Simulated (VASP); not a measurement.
Band structure of CaO (rock salt). Level of theory: MS2 meta-GGA, VASP's PBE PAW potentials (set 64) (plane waves; VASP).

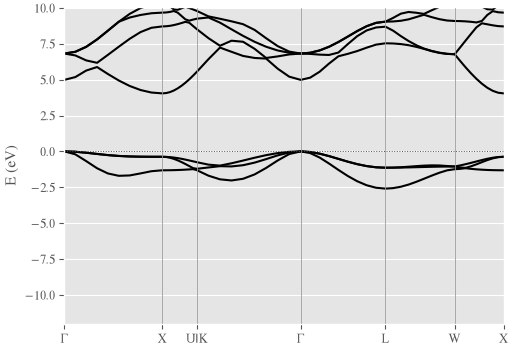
Figure. Bands along high-symmetry lines, zero at the valence-band maximum or, without a gap, the Fermi level

Q: Read the plot: is there a gap, and where are the band edges?

A: The gap is indirect, 4.04 eV, from the valence maximum at Γ to the conduction minimum at X.

The compound is CaO in the rock salt structure. It was relaxed first.
